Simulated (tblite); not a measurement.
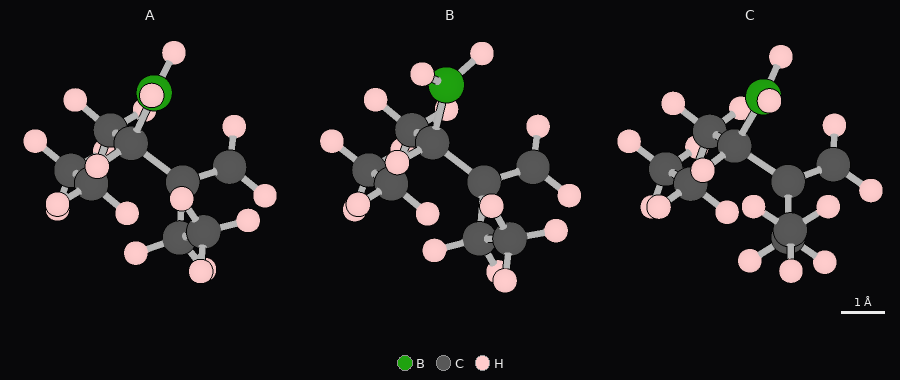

3 geometries from one relaxation of C₈H₁₇B, in shuffled order. Style: ball-and-stick. Shown from a free direction.

The calculation used GFN2-xTB geometry optimisation, gas phase (tblite). 

Put them in the order of the run, from the start to the converged end.

B, A, C. They are steps 0, 39, 169, at +6.27 kcal/mol, +1.02 kcal/mol relative to the last. An H atom moves most after the best rigid fit: 1.30 Å. Largest moves by element: H 1.30 Å, C 0.52 Å, B 0.50 Å. Near-neighbour distances that change, for instance: C–C 1.560 → 1.532 Å, B–C 1.598 → 1.572 Å, C–H 1.110 → 1.088 Å, B–H 1.187 → 1.169 Å. Among the angles between lasting bonds that change: B–C–C 110.6° → 94.5°, B–C–H 106.2° → 114.9°, B–C–C 110.2° → 117.8°. Groups turn about C–C by about 35°, B–C by about 30°. Over 169 geometry steps the energy falls by 6.27 kcal/mol.
